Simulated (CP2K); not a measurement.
Consider methylamine at its PBE geometry (Å).

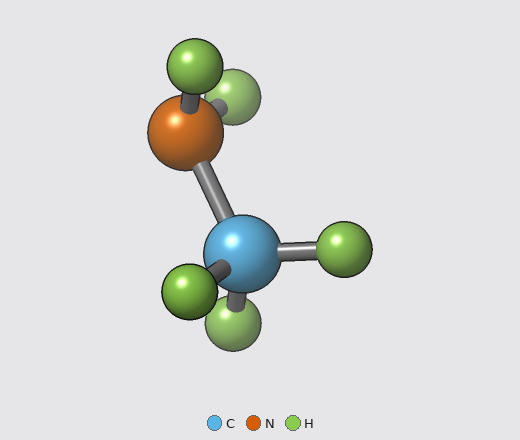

The molecule (carbon blue, nitrogen orange, hydrogen green).

```xyz
7

C    -0.5681    0.0929   -0.0041
N     0.8582   -0.0778   -0.3220
H    -1.1556   -0.6230   -0.5946
H    -0.8883    1.0991   -0.3062
H    -0.8374   -0.0443    1.0596
H     1.1682   -1.0157   -0.0636
H     1.4231    0.5688    0.2310
```

Method: CP2K XAS_TDP, all-electron GAPW, PBEh(45%), aug-cc-pVTZ, TDA, no relativity.

**Question.** Predict the bright core excitations at the C K edge.

Leading lines: C1 283.77 eV. The leading line of an atom is its first one with 35 % of the strongest within 2.5 eV of its lowest line over the strength cut. 

The first six lines of each atom with a strength over 0.0015:

| atom | energy (eV) | states | strength, one atom |
| --- | --- | --- | --- |
| C1 (bonded to N and 3 H) | 283.77 | 1 | 0.0090 |
|  | 284.73 | 1 | 0.0189 |
|  | 284.76 | 1 | 0.0219 |
|  | 285.76 | 1 | 0.0066 |
|  | 285.99 | 1 | 0.0034 |
|  | 286.57 | 1 | 0.0088 |

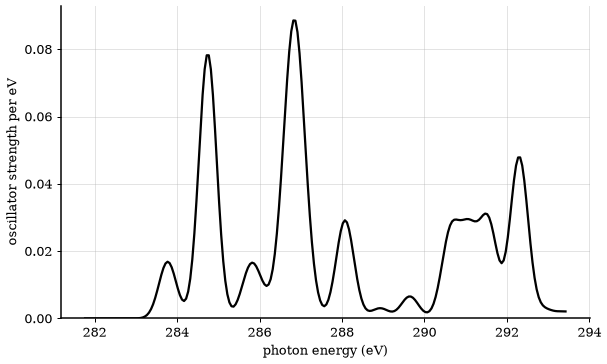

All atoms added, broadened by 0.5 eV.

Lines are vertical, at one geometry, with no vibrational structure. Without a correction of the core level, line positions, and the gaps between valence and Rydberg lines, follow the share of exact exchange. At this level such K lines come out 3 to 6 eV under measured ones. These values hold no scalar relativity, about 0.1 eV for C 1s. Rydberg lines, and the discretised continuum above threshold, depend on the basis and the box.

[Banner, clock and machine lines of the logs are left out without a mark of their own.]

[Logs are printed without paths, hosts, clocks, repeated set-up lines and the standing remarks that a program may print on its own settings, such as how far it seeks lower states.]

[Hosts, paths, dates, database ids (printed as entryN), source tags and the programs' standing remarks are cut or masked in the printed files.]
